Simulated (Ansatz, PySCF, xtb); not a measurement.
Breaking the Al1–H2 bond in CH5AlO (SMILES C[O][AlH2]) (multiplicity 1 held, fragments rigid). Energies count from the point at 1.571 Å.
Geometry at that point (charge 0, multiplicity 1):
```json
[
 {"atom": "Al", "x (Å)": "-0.4845", "y (Å)": "0.8978", "z (Å)": "0.6260"},
 {"atom": "H", "x (Å)": "-0.4527", "y (Å)": "1.2177", "z (Å)": "2.1639"},
 {"atom": "H", "x (Å)": "-1.2211", "y (Å)": "1.7731", "z (Å)": "-0.4631"},
 {"atom": "O", "x (Å)": "0.3397", "y (Å)": "-0.4921", "z (Å)": "0.1337"},
 {"atom": "C", "x (Å)": "0.5615", "y (Å)": "-1.1306", "z (Å)": "-1.1007"},
 {"atom": "H", "x (Å)": "0.0882", "y (Å)": "-0.6005", "z (Å)": "-1.9355"},
 {"atom": "H", "x (Å)": "1.6351", "y (Å)": "-1.1935", "z (Å)": "-1.2991"},
 {"atom": "H", "x (Å)": "0.1620", "y (Å)": "-2.1481", "z (Å)": "-1.0701"}
]
```

R- and RO- levels are restricted; in cc, def2 and unpolarised 6-31G sets they are followed outwards from rest. U- levels take the lowest unrestricted solution at each point, which mixes spins at long bonds. Active spaces are followed from a long bond inwards. Curves can end on different states.

Frozen-core correlation. Rows in 3-21G carry no dispersion term and start afresh at each structure.

Codes used: Ansatz (a quantum-chemistry and plane-wave program); PySCF for 3-21G rows; xtb for the GFN methods. Values without a source in brackets are computed. The GFN methods have no spin term and hold the electronic entropy of 300 K.

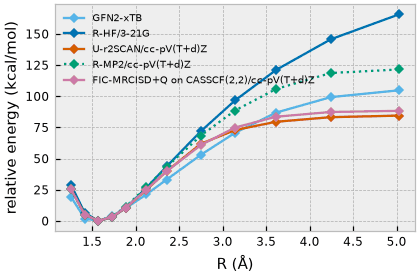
Figure. Relative energy along the coordinate

**Question.** Read off the GFN2-xTB curve at R = 4.242.

**Answer.** about 99 kcal/mol

Doubts at one or more of the structures used: a restricted determinant that unrestricted orbitals would lower (R-HF/3-21G, R-MP2/cc-pV(T+d)Z); a spin-contaminated determinant (U-r2SCAN/cc-pV(T+d)Z).
